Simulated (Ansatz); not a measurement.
Fields on a plane of TiAl3 (D022 type, space group I4/mmm)

```xyz
4
Lattice="-1.9229 1.9229 4.3100 1.9229 -1.9229 4.3100 1.9229 1.9229 -4.3100" Properties=species:S:1:pos:R:3 pbc="T T T"
Al     0.0000     0.0000     4.3100
Al     0.0000     1.9229     2.1550
Al     1.9229     0.0000     2.1550
Ti     0.0000     0.0000     0.0000
```

The slice is a (1 0 -1) plane (indices of the conventional cell) through the point (0.750, 0.250, 0.500) (fractional), spanned by u = [101] and v = [121] in vectors of this cell: u (3.85 Å) and v (9.44 Å, at 90° to u). It covers one period; positions are fractions (u, v).

Atoms on it: Al at (0.00, 0.00); Al at (0.50, 0.50). Other atoms lie within 1 Å of the plane.

These are PBE (plane waves to 420 eV, PAW, scalar-relativistic; Ansatz, a first-principles code) values and carry that method's errors. k mesh 17×17×17. Near the nuclei the fields are pseudised (PAW); where an atom keeps semicore shells as valence, they peak there. TiAl3 is run without spin polarisation. TiAl3 was relaxed with its symmetry unable to fall.

```
|00114455554444444455554411|
|33445555554444444455555544|
|55555555554444444455555555|
|55555555555555555555555555|
|55555555556677776655555555|
|55555555667799997766555555|
|55555555668899998866555555|
|55555555666677776666555555|
|55556655555555555555556655|
|55555555554444444455555555|
|55555555555544445555555555|
|44444455555555555555554444|
|33444455555555555555554444|
|33334455554433334455554433|
|33334455442200002244554433|
|33334455441100001144554433|
|33444455552200002255554444|
|44445555554433334455555544|
|44445555555555555555555544|
|55555555555555555555555555|
|77775555555555555555555577|
|99886655555555555555556688|
|99997755555555555555557799|
|77776655555555555555556677|
|55555555555555555555555555|
|44445555555555555555555544|
|44445555555555555555555544|
|55555555554444444455555555|
|55555555444433334444555555|
|33445555443333333344555544|
|00113355443333333344553311|
|00003355554433334455553300|
```
Scale: ten equal steps from -1.21 (start of '0') to -0.23 (end of '9'), in the order '0123456789'. Values: log₁₀ of the valence density in e/Å³. The map has 13 points along u (two characters each, u = 0 at the left) and 32 along v (v = 0 in the bottom row). The scale is logarithmic, as a density can span decades between atoms and voids.

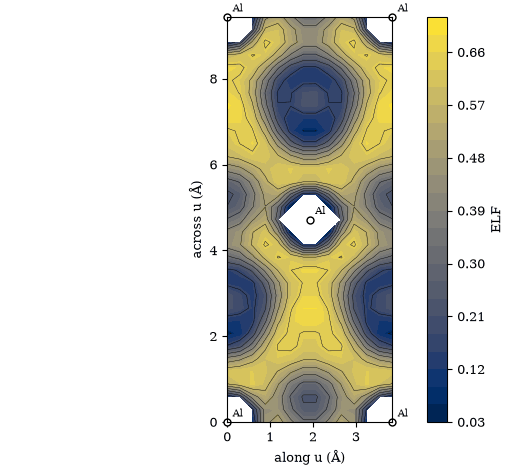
*Electron localisation function (ELF), one period of the plane, atoms marked. Points within 0.5 Å of a nucleus are left white, as the pseudised field means little there.*
